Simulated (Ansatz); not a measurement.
# BH− (quartet): B3LYP, r2SCANh, BHLYP over a scan of the distance B1–H2, aug-cc-pVDZ

Aim: run BH− (quartet) with these functionals over a scan of the distance B1–H2, and hold them against the top wave-function level at the same points.

Method: aug-cc-pVDZ, all electrons in the functionals; program: Ansatz 0.2.0, Gaussian basis.

To be run: B3LYP, r2SCANh, BHLYP, at 0.977 Å; 1.069 Å; 1.206 Å; 1.352 Å; 1.485 Å; 1.651 Å; 1.910 Å; 2.262 Å; 2.601 Å; 3.204 Å; 4.202 Å.

17 further runs of the same task are left out: 11 that didn't finish, 6 set aside as unsound or not needed.

### Step 1. The geometry

The geometry derives from a PBE0/def2-TZVPD stationary point (not a proven minimum). One bond is set to the value named and the two fragments are kept rigid.

2 atoms, charge -1, spin multiplicity 4.

Atoms are counted from 1 here; the program's logs count them from 0.

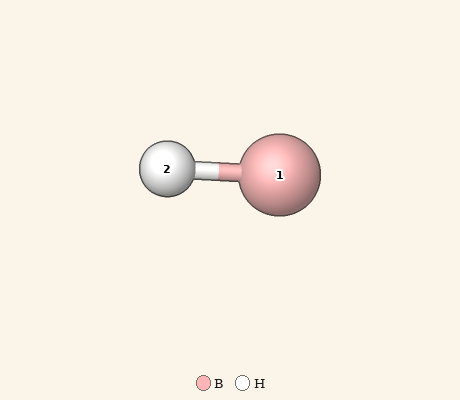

The structure; boron pink, hydrogen white; atoms are numbered from 1 in the order of the file.

Geometry (Å):

```xyz
2
charge -1, multiplicity 4
B     0.0000    0.0000    0.0000
H     0.0000    0.0000    1.2058
```

No dispersion term is added. B3LYP takes the VWN-RPA correlation.

The geometry shown and the zero of energy belong to the point 1.206 Å. The yardstick, FCI, and other wave-function levels (R restricted, U unrestricted, valence and pair active spaces) come from earlier runs.

### Step 2. B3LYP, 0.977 Å

Contents of in.yaml:

```yaml
crystal:
  periodic: [false, false, false]
  atoms:
    - {symbol: B, position_ang: [0.000000, 0.000000, 0.000000]}
    - {symbol: H, position_ang: [0.000000, 0.000000, 0.977000]}
basis:
  gaussian: {orbitals: aug-cc-pVDZ}
total_charge: -1
magnetization: {spin_polarized: true, initial_magnetization: 3}
hamiltonian: {xc: {name: B3LYP}}
```

Command:

```console
> ansatz run in.yaml --threads 1 --pin off --events-out ev --progress --plain --max-ram 2393MiB
```

Log (excerpt; [...] marks lines left out):

```text
Functional definition: B3LYP
  name "B3LYP"
  cite "Stephens, Devlin, Chabalowski & Frisch, J. Phys. Chem. 98, 11623 (1994) doi:10.1021/j100096a001"
  cite "Becke, Phys. Rev. A 38, 3098 (1988) doi:10.1103/PhysRevA.38.3098"
  cite "Lee, Yang & Parr, Phys. Rev. B 37, 785 (1988) doi:10.1103/PhysRevB.37.785"
  cite "Vosko, Wilk & Nusair, Can. J. Phys. 58, 1200 (1980) doi:10.1139/p80-159"
[...]
259 factors; their error is unknown
[...]
mean field -686.82022010 eV, -25.2401775453 hartree, gradient 1.5e-5 eV, S^2 3.750966; 3 other end points of the search recorded, 0 dependent functions left out
reference -686.82037896 eV, -25.2401833832 hartree; 5, 2 occupied and 27, 30 virtual orbitals, 259 factors
Total energy: -686.82037896 eV, -25.2401833832 hartree
```

Run time: 1.6 s. Hardware: 1 thread of AMD EPYC, shared host.

From the report: ⟨S²⟩ of the determinant 3.751 (pure quartet: 3.75).

### Step 3. B3LYP, 1.069 Å

Changes to in.yaml since step 2:

```diff
@@ -4,3 +4,3 @@
     - {symbol: B, position_ang: [0.000000, 0.000000, 0.000000]}
-    - {symbol: H, position_ang: [0.000000, 0.000000, 0.977000]}
+    - {symbol: H, position_ang: [0.000000, 0.000000, 1.069000]}
 basis:
```

Same command.

Log (excerpt; [...] marks lines left out):

```text
Functional definition: B3LYP
  name "B3LYP"
  cite "Stephens, Devlin, Chabalowski & Frisch, J. Phys. Chem. 98, 11623 (1994) doi:10.1021/j100096a001"
  cite "Becke, Phys. Rev. A 38, 3098 (1988) doi:10.1103/PhysRevA.38.3098"
  cite "Lee, Yang & Parr, Phys. Rev. B 37, 785 (1988) doi:10.1103/PhysRevB.37.785"
  cite "Vosko, Wilk & Nusair, Can. J. Phys. 58, 1200 (1980) doi:10.1139/p80-159"
[...]
259 factors; their error is unknown
[...]
mean field -687.46051286 eV, -25.2637078701 hartree, gradient 3.0e-5 eV, S^2 3.751016; 1 other end points of the search recorded, 0 dependent functions left out
reference -687.46066722 eV, -25.2637135426 hartree; 5, 2 occupied and 27, 30 virtual orbitals, 259 factors
Total energy: -687.46066722 eV, -25.2637135426 hartree
```

Wall time 0.91 s (1 thread of AMD EPYC, shared host).

From the report: ⟨S²⟩ of the determinant 3.751 (pure quartet: 3.75).

### Step 4. B3LYP, 1.206 Å

Changes to in.yaml since step 3:

```diff
@@ -4,3 +4,3 @@
     - {symbol: B, position_ang: [0.000000, 0.000000, 0.000000]}
-    - {symbol: H, position_ang: [0.000000, 0.000000, 1.069000]}
+    - {symbol: H, position_ang: [0.000000, 0.000000, 1.205800]}
 basis:
```

The command is unchanged.

Log (excerpt; [...] marks lines left out):

```text
Functional definition: B3LYP
  name "B3LYP"
  cite "Stephens, Devlin, Chabalowski & Frisch, J. Phys. Chem. 98, 11623 (1994) doi:10.1021/j100096a001"
  cite "Becke, Phys. Rev. A 38, 3098 (1988) doi:10.1103/PhysRevA.38.3098"
  cite "Lee, Yang & Parr, Phys. Rev. B 37, 785 (1988) doi:10.1103/PhysRevB.37.785"
  cite "Vosko, Wilk & Nusair, Can. J. Phys. 58, 1200 (1980) doi:10.1139/p80-159"
[...]
259 factors; their error is unknown
[...]
mean field -687.74248904 eV, -25.2740703034 hartree, gradient 5.9e-5 eV, S^2 3.751078; 1 other end points of the search recorded, 0 dependent functions left out
reference -687.74264444 eV, -25.2740760145 hartree; 5, 2 occupied and 27, 30 virtual orbitals, 259 factors
Total energy: -687.74264444 eV, -25.2740760145 hartree
```

Wall time 0.76 s (1 thread of AMD EPYC, shared host).

From the report: ⟨S²⟩ of the determinant 3.751 (pure quartet: 3.75).

### Step 5. B3LYP, 1.352 Å

Changes to in.yaml since step 4:

```diff
@@ -4,3 +4,3 @@
     - {symbol: B, position_ang: [0.000000, 0.000000, 0.000000]}
-    - {symbol: H, position_ang: [0.000000, 0.000000, 1.205800]}
+    - {symbol: H, position_ang: [0.000000, 0.000000, 1.352000]}
 basis:
```

Same command.

Log (excerpt; [...] marks lines left out):

```text
Functional definition: B3LYP
  name "B3LYP"
  cite "Stephens, Devlin, Chabalowski & Frisch, J. Phys. Chem. 98, 11623 (1994) doi:10.1021/j100096a001"
  cite "Becke, Phys. Rev. A 38, 3098 (1988) doi:10.1103/PhysRevA.38.3098"
  cite "Lee, Yang & Parr, Phys. Rev. B 37, 785 (1988) doi:10.1103/PhysRevB.37.785"
  cite "Vosko, Wilk & Nusair, Can. J. Phys. 58, 1200 (1980) doi:10.1139/p80-159"
[...]
259 factors; their error is unknown
[...]
mean field -687.57342134 eV, -25.2678571801 hartree, gradient 6.3e-5 eV, S^2 3.751254; 1 other end points of the search recorded, 0 dependent functions left out
reference -687.57358411 eV, -25.2678631621 hartree; 5, 2 occupied and 27, 30 virtual orbitals, 259 factors
Total energy: -687.57358411 eV, -25.2678631621 hartree
```

Wall time 0.89 s (1 thread of AMD EPYC, shared host).

From the report: ⟨S²⟩ of the determinant 3.751 (pure quartet: 3.75).

From 1.206 Å: +16.3 kJ/mol.

### Step 6. B3LYP, 1.485 Å

Changes to in.yaml since step 5:

```diff
@@ -4,3 +4,3 @@
     - {symbol: B, position_ang: [0.000000, 0.000000, 0.000000]}
-    - {symbol: H, position_ang: [0.000000, 0.000000, 1.352000]}
+    - {symbol: H, position_ang: [0.000000, 0.000000, 1.485000]}
 basis:
```

The command is unchanged.

Log (excerpt; [...] marks lines left out):

```text
Functional definition: B3LYP
  name "B3LYP"
  cite "Stephens, Devlin, Chabalowski & Frisch, J. Phys. Chem. 98, 11623 (1994) doi:10.1021/j100096a001"
  cite "Becke, Phys. Rev. A 38, 3098 (1988) doi:10.1103/PhysRevA.38.3098"
  cite "Lee, Yang & Parr, Phys. Rev. B 37, 785 (1988) doi:10.1103/PhysRevB.37.785"
  cite "Vosko, Wilk & Nusair, Can. J. Phys. 58, 1200 (1980) doi:10.1139/p80-159"
[...]
259 factors; their error is unknown
[...]
mean field -687.23347361 eV, -25.2553643316 hartree, gradient 8.0e-6 eV, S^2 3.751892; 2 other end points of the search recorded, 0 dependent functions left out
reference -687.23363883 eV, -25.2553704032 hartree; 5, 2 occupied and 27, 30 virtual orbitals, 259 factors
Total energy: -687.23363883 eV, -25.2553704032 hartree
```

Wall time 0.85 s (1 thread of AMD EPYC, shared host).

From the report: ⟨S²⟩ of the determinant 3.752 (pure quartet: 3.75).

From 1.206 Å: +49.1 kJ/mol.

### Step 7. B3LYP, 1.651 Å

Changes to in.yaml since step 6:

```diff
@@ -4,3 +4,3 @@
     - {symbol: B, position_ang: [0.000000, 0.000000, 0.000000]}
-    - {symbol: H, position_ang: [0.000000, 0.000000, 1.485000]}
+    - {symbol: H, position_ang: [0.000000, 0.000000, 1.651000]}
 basis:
```

The command is unchanged.

Log (excerpt; [...] marks lines left out):

```text
Functional definition: B3LYP
  name "B3LYP"
  cite "Stephens, Devlin, Chabalowski & Frisch, J. Phys. Chem. 98, 11623 (1994) doi:10.1021/j100096a001"
  cite "Becke, Phys. Rev. A 38, 3098 (1988) doi:10.1103/PhysRevA.38.3098"
  cite "Lee, Yang & Parr, Phys. Rev. B 37, 785 (1988) doi:10.1103/PhysRevB.37.785"
  cite "Vosko, Wilk & Nusair, Can. J. Phys. 58, 1200 (1980) doi:10.1139/p80-159"
[...]
259 factors; their error is unknown
[...]
mean field -686.74238642 eV, -25.2373172102 hartree, gradient 1.1e-5 eV, S^2 3.754548; 0 other end points of the search recorded, 0 dependent functions left out
reference -686.74255417 eV, -25.2373233749 hartree; 5, 2 occupied and 27, 30 virtual orbitals, 259 factors
Total energy: -686.74255417 eV, -25.2373233749 hartree
```

It took 0.77 s on 1 thread of AMD EPYC, shared host.

From the report: ⟨S²⟩ of the determinant 3.755 (pure quartet: 3.75).

From 1.206 Å: +96.5 kJ/mol.

### Step 8. B3LYP, 1.910 Å

Changes to in.yaml since step 7:

```diff
@@ -4,3 +4,3 @@
     - {symbol: B, position_ang: [0.000000, 0.000000, 0.000000]}
-    - {symbol: H, position_ang: [0.000000, 0.000000, 1.651000]}
+    - {symbol: H, position_ang: [0.000000, 0.000000, 1.910000]}
 basis:
```

Same command.

Log (excerpt; [...] marks lines left out):

```text
Functional definition: B3LYP
  name "B3LYP"
  cite "Stephens, Devlin, Chabalowski & Frisch, J. Phys. Chem. 98, 11623 (1994) doi:10.1021/j100096a001"
  cite "Becke, Phys. Rev. A 38, 3098 (1988) doi:10.1103/PhysRevA.38.3098"
  cite "Lee, Yang & Parr, Phys. Rev. B 37, 785 (1988) doi:10.1103/PhysRevB.37.785"
  cite "Vosko, Wilk & Nusair, Can. J. Phys. 58, 1200 (1980) doi:10.1139/p80-159"
[...]
259 factors; their error is unknown
[...]
mean field -686.07605553 eV, -25.2128300017 hartree, gradient 6.6e-6 eV, S^2 3.764612; 0 other end points of the search recorded, 0 dependent functions left out
reference -686.07622851 eV, -25.2128363587 hartree; 5, 2 occupied and 27, 30 virtual orbitals, 259 factors
Total energy: -686.07622851 eV, -25.2128363587 hartree
```

It took 0.73 s on 1 thread of AMD EPYC, shared host.

From the report: ⟨S²⟩ of the determinant 3.765 (pure quartet: 3.75).

From 1.206 Å: +160.8 kJ/mol.

### Step 9. B3LYP, 2.262 Å

Changes to in.yaml since step 8:

```diff
@@ -4,3 +4,3 @@
     - {symbol: B, position_ang: [0.000000, 0.000000, 0.000000]}
-    - {symbol: H, position_ang: [0.000000, 0.000000, 1.910000]}
+    - {symbol: H, position_ang: [0.000000, 0.000000, 2.262000]}
 basis:
```

Same command.

Log (excerpt; [...] marks lines left out):

```text
Functional definition: B3LYP
  name "B3LYP"
  cite "Stephens, Devlin, Chabalowski & Frisch, J. Phys. Chem. 98, 11623 (1994) doi:10.1021/j100096a001"
  cite "Becke, Phys. Rev. A 38, 3098 (1988) doi:10.1103/PhysRevA.38.3098"
  cite "Lee, Yang & Parr, Phys. Rev. B 37, 785 (1988) doi:10.1103/PhysRevB.37.785"
  cite "Vosko, Wilk & Nusair, Can. J. Phys. 58, 1200 (1980) doi:10.1139/p80-159"
[...]
259 factors; their error is unknown
[...]
mean field -685.55684274 eV, -25.1937492835 hartree, gradient 2.7e-5 eV, S^2 3.769406; 1 other end points of the search recorded, 0 dependent functions left out
reference -685.55701866 eV, -25.1937557486 hartree; 5, 2 occupied and 27, 30 virtual orbitals, 259 factors
Total energy: -685.55701866 eV, -25.1937557486 hartree
```

Wall time 0.73 s (1 thread of AMD EPYC, shared host).

From the report: ⟨S²⟩ of the determinant 3.769 (pure quartet: 3.75).

From 1.206 Å: +210.9 kJ/mol.

### Step 10. B3LYP, 2.601 Å

Changes to in.yaml since step 9:

```diff
@@ -4,3 +4,3 @@
     - {symbol: B, position_ang: [0.000000, 0.000000, 0.000000]}
-    - {symbol: H, position_ang: [0.000000, 0.000000, 2.262000]}
+    - {symbol: H, position_ang: [0.000000, 0.000000, 2.601000]}
 basis:
```

Launched as before.

Log (excerpt; [...] marks lines left out):

```text
Functional definition: B3LYP
  name "B3LYP"
  cite "Stephens, Devlin, Chabalowski & Frisch, J. Phys. Chem. 98, 11623 (1994) doi:10.1021/j100096a001"
  cite "Becke, Phys. Rev. A 38, 3098 (1988) doi:10.1103/PhysRevA.38.3098"
  cite "Lee, Yang & Parr, Phys. Rev. B 37, 785 (1988) doi:10.1103/PhysRevB.37.785"
  cite "Vosko, Wilk & Nusair, Can. J. Phys. 58, 1200 (1980) doi:10.1139/p80-159"
[...]
259 factors; their error is unknown
[...]
mean field -685.34932354 eV, -25.1861230938 hartree, gradient 9.4e-6 eV, S^2 3.761824; 2 other end points of the search recorded, 0 dependent functions left out
reference -685.34950169 eV, -25.1861296404 hartree; 5, 2 occupied and 27, 30 virtual orbitals, 259 factors
Total energy: -685.34950169 eV, -25.1861296404 hartree
```

Wall time 0.85 s (1 thread of AMD EPYC, shared host).

From the report: ⟨S²⟩ of the determinant 3.762 (pure quartet: 3.75).

From 1.206 Å: +230.9 kJ/mol.

### Step 11. B3LYP, 3.204 Å

Changes to in.yaml since step 10:

```diff
@@ -4,3 +4,3 @@
     - {symbol: B, position_ang: [0.000000, 0.000000, 0.000000]}
-    - {symbol: H, position_ang: [0.000000, 0.000000, 2.601000]}
+    - {symbol: H, position_ang: [0.000000, 0.000000, 3.204000]}
 basis:
```

Launched as before.

Log (excerpt; [...] marks lines left out):

```text
Functional definition: B3LYP
  name "B3LYP"
  cite "Stephens, Devlin, Chabalowski & Frisch, J. Phys. Chem. 98, 11623 (1994) doi:10.1021/j100096a001"
  cite "Becke, Phys. Rev. A 38, 3098 (1988) doi:10.1103/PhysRevA.38.3098"
  cite "Lee, Yang & Parr, Phys. Rev. B 37, 785 (1988) doi:10.1103/PhysRevB.37.785"
  cite "Vosko, Wilk & Nusair, Can. J. Phys. 58, 1200 (1980) doi:10.1139/p80-159"
[...]
259 factors; their error is unknown
[...]
mean field -685.23030397 eV, -25.1817492052 hartree, gradient 4.0e-6 eV, S^2 3.755272; 5 other end points of the search recorded, 0 dependent functions left out
reference -685.23049230 eV, -25.1817561260 hartree; 5, 2 occupied and 27, 30 virtual orbitals, 259 factors
Total energy: -685.23049230 eV, -25.1817561260 hartree
```

Wall time 1.9 s (1 thread of AMD EPYC, shared host).

From the report: ⟨S²⟩ of the determinant 3.755 (pure quartet: 3.75).

From 1.206 Å: +242.4 kJ/mol.

### Step 12. B3LYP, 4.202 Å

Changes to in.yaml since step 11:

```diff
@@ -4,3 +4,3 @@
     - {symbol: B, position_ang: [0.000000, 0.000000, 0.000000]}
-    - {symbol: H, position_ang: [0.000000, 0.000000, 3.204000]}
+    - {symbol: H, position_ang: [0.000000, 0.000000, 4.202000]}
 basis:
```

Same command.

Log (excerpt; [...] marks lines left out):

```text
Functional definition: B3LYP
  name "B3LYP"
  cite "Stephens, Devlin, Chabalowski & Frisch, J. Phys. Chem. 98, 11623 (1994) doi:10.1021/j100096a001"
  cite "Becke, Phys. Rev. A 38, 3098 (1988) doi:10.1103/PhysRevA.38.3098"
  cite "Lee, Yang & Parr, Phys. Rev. B 37, 785 (1988) doi:10.1103/PhysRevB.37.785"
  cite "Vosko, Wilk & Nusair, Can. J. Phys. 58, 1200 (1980) doi:10.1139/p80-159"
[...]
259 factors; their error is unknown
[...]
mean field -685.18885489 eV, -25.1802259796 hartree, gradient 9.2e-6 eV, S^2 3.753836; 6 other end points of the search recorded, 0 dependent functions left out
reference -685.18905908 eV, -25.1802334835 hartree; 5, 2 occupied and 27, 30 virtual orbitals, 259 factors
Total energy: -685.18905908 eV, -25.1802334835 hartree
```

Wall time 2.9 s (1 thread of AMD EPYC, shared host).

From the report: ⟨S²⟩ of the determinant 3.754 (pure quartet: 3.75).

From 1.206 Å: +246.4 kJ/mol.

### Step 13. r2SCANh, 0.977 Å

Contents of in.yaml:

```yaml
crystal:
  periodic: [false, false, false]
  atoms:
    - {symbol: B, position_ang: [0.000000, 0.000000, 0.000000]}
    - {symbol: H, position_ang: [0.000000, 0.000000, 0.977000]}
basis:
  gaussian: {orbitals: aug-cc-pVDZ}
total_charge: -1
magnetization: {spin_polarized: true, initial_magnetization: 3}
hamiltonian: {xc: {name: r2SCANh}}
```

The command is unchanged.

Log (excerpt; [...] marks lines left out):

```text
Functional definition: r2SCANh
  name "r2SCANh"
  cite "Bursch, Neugebauer, Ehlert & Grimme, J. Chem. Phys. 156, 134105 (2022) doi:10.1063/5.0086040"
  cite "Furness, Kaplan, Ning, Perdew & Sun, J. Phys. Chem. Lett. 11, 8208 (2020) doi:10.1021/acs.jpclett.0c02405"
  cite "Furness, Kaplan, Ning, Perdew & Sun, J. Phys. Chem. Lett. 11, 9248 (2020) doi:10.1021/acs.jpclett.0c03077"
  parent r2scan
[...]
259 factors; their error is unknown
[...]
mean field -686.45505556 eV, -25.2267579957 hartree, gradient 4.0e-5 eV, S^2 3.752050; 0 other end points of the search recorded, 0 dependent functions left out
reference -686.45508412 eV, -25.2267590454 hartree; 5, 2 occupied and 27, 30 virtual orbitals, 259 factors
Total energy: -686.45508412 eV, -25.2267590454 hartree
```

Run time: 1.7 s. Hardware: 1 thread of AMD EPYC, shared host.

From the report: ⟨S²⟩ of the determinant 3.752 (pure quartet: 3.75).

### Step 14. r2SCANh, 1.069 Å

Changes to in.yaml since step 13:

```diff
@@ -4,3 +4,3 @@
     - {symbol: B, position_ang: [0.000000, 0.000000, 0.000000]}
-    - {symbol: H, position_ang: [0.000000, 0.000000, 0.977000]}
+    - {symbol: H, position_ang: [0.000000, 0.000000, 1.069000]}
 basis:
```

The command is unchanged.

Log (excerpt; [...] marks lines left out):

```text
Functional definition: r2SCANh
  name "r2SCANh"
  cite "Bursch, Neugebauer, Ehlert & Grimme, J. Chem. Phys. 156, 134105 (2022) doi:10.1063/5.0086040"
  cite "Furness, Kaplan, Ning, Perdew & Sun, J. Phys. Chem. Lett. 11, 8208 (2020) doi:10.1021/acs.jpclett.0c02405"
  cite "Furness, Kaplan, Ning, Perdew & Sun, J. Phys. Chem. Lett. 11, 9248 (2020) doi:10.1021/acs.jpclett.0c03077"
  parent r2scan
[...]
259 factors; their error is unknown
[...]
mean field -687.10876377 eV, -25.2507813296 hartree, gradient 5.1e-5 eV, S^2 3.752143; 0 other end points of the search recorded, 0 dependent functions left out
reference -687.10879286 eV, -25.2507823985 hartree; 5, 2 occupied and 27, 30 virtual orbitals, 259 factors
Total energy: -687.10879286 eV, -25.2507823985 hartree
```

Run time: 1.7 s. Hardware: 1 thread of AMD EPYC, shared host.

From the report: ⟨S²⟩ of the determinant 3.752 (pure quartet: 3.75).

### Step 15. r2SCANh, 1.206 Å

Changes to in.yaml since step 14:

```diff
@@ -4,3 +4,3 @@
     - {symbol: B, position_ang: [0.000000, 0.000000, 0.000000]}
-    - {symbol: H, position_ang: [0.000000, 0.000000, 1.069000]}
+    - {symbol: H, position_ang: [0.000000, 0.000000, 1.205800]}
 basis:
```

Launched as before.

Log (excerpt; [...] marks lines left out):

```text
Functional definition: r2SCANh
  name "r2SCANh"
  cite "Bursch, Neugebauer, Ehlert & Grimme, J. Chem. Phys. 156, 134105 (2022) doi:10.1063/5.0086040"
  cite "Furness, Kaplan, Ning, Perdew & Sun, J. Phys. Chem. Lett. 11, 8208 (2020) doi:10.1021/acs.jpclett.0c02405"
  cite "Furness, Kaplan, Ning, Perdew & Sun, J. Phys. Chem. Lett. 11, 9248 (2020) doi:10.1021/acs.jpclett.0c03077"
  parent r2scan
[...]
259 factors; their error is unknown
[...]
mean field -687.40050577 eV, -25.2615026504 hartree, gradient 2.1e-5 eV, S^2 3.752198; 0 other end points of the search recorded, 0 dependent functions left out
reference -687.40053615 eV, -25.2615037668 hartree; 5, 2 occupied and 27, 30 virtual orbitals, 259 factors
Total energy: -687.40053615 eV, -25.2615037668 hartree
```

Run time: 1.5 s. Hardware: 1 thread of AMD EPYC, shared host.

From the report: ⟨S²⟩ of the determinant 3.752 (pure quartet: 3.75).

### Step 16. r2SCANh, 1.352 Å

Changes to in.yaml since step 15:

```diff
@@ -4,3 +4,3 @@
     - {symbol: B, position_ang: [0.000000, 0.000000, 0.000000]}
-    - {symbol: H, position_ang: [0.000000, 0.000000, 1.205800]}
+    - {symbol: H, position_ang: [0.000000, 0.000000, 1.352000]}
 basis:
```

Launched as before.

Log (excerpt; [...] marks lines left out):

```text
Functional definition: r2SCANh
  name "r2SCANh"
  cite "Bursch, Neugebauer, Ehlert & Grimme, J. Chem. Phys. 156, 134105 (2022) doi:10.1063/5.0086040"
  cite "Furness, Kaplan, Ning, Perdew & Sun, J. Phys. Chem. Lett. 11, 8208 (2020) doi:10.1021/acs.jpclett.0c02405"
  cite "Furness, Kaplan, Ning, Perdew & Sun, J. Phys. Chem. Lett. 11, 9248 (2020) doi:10.1021/acs.jpclett.0c03077"
  parent r2scan
[...]
259 factors; their error is unknown
[...]
mean field -687.23036925 eV, -25.2552502485 hartree, gradient 1.1e-5 eV, S^2 3.752175; 0 other end points of the search recorded, 0 dependent functions left out
reference -687.23040113 eV, -25.2552514202 hartree; 5, 2 occupied and 27, 30 virtual orbitals, 259 factors
Total energy: -687.23040113 eV, -25.2552514202 hartree
```

It took 1.6 s on 1 thread of AMD EPYC, shared host.

From the report: ⟨S²⟩ of the determinant 3.752 (pure quartet: 3.75).

From 1.206 Å: +16.4 kJ/mol.

### Step 17. r2SCANh, 1.485 Å

Changes to in.yaml since step 16:

```diff
@@ -4,3 +4,3 @@
     - {symbol: B, position_ang: [0.000000, 0.000000, 0.000000]}
-    - {symbol: H, position_ang: [0.000000, 0.000000, 1.352000]}
+    - {symbol: H, position_ang: [0.000000, 0.000000, 1.485000]}
 basis:
```

Launched as before.

Log (excerpt; [...] marks lines left out):

```text
Functional definition: r2SCANh
  name "r2SCANh"
  cite "Bursch, Neugebauer, Ehlert & Grimme, J. Chem. Phys. 156, 134105 (2022) doi:10.1063/5.0086040"
  cite "Furness, Kaplan, Ning, Perdew & Sun, J. Phys. Chem. Lett. 11, 8208 (2020) doi:10.1021/acs.jpclett.0c02405"
  cite "Furness, Kaplan, Ning, Perdew & Sun, J. Phys. Chem. Lett. 11, 9248 (2020) doi:10.1021/acs.jpclett.0c03077"
  parent r2scan
[...]
259 factors; their error is unknown
[...]
mean field -686.87983283 eV, -25.2423682726 hartree, gradient 1.2e-5 eV, S^2 3.752416; 0 other end points of the search recorded, 0 dependent functions left out
reference -686.87986676 eV, -25.2423695195 hartree; 5, 2 occupied and 27, 30 virtual orbitals, 259 factors
Total energy: -686.87986676 eV, -25.2423695195 hartree
```

It took 1.6 s on 1 thread of AMD EPYC, shared host.

From the report: ⟨S²⟩ of the determinant 3.752 (pure quartet: 3.75).

From 1.206 Å: +50.2 kJ/mol.

(Part 1 of 2 ends here.)
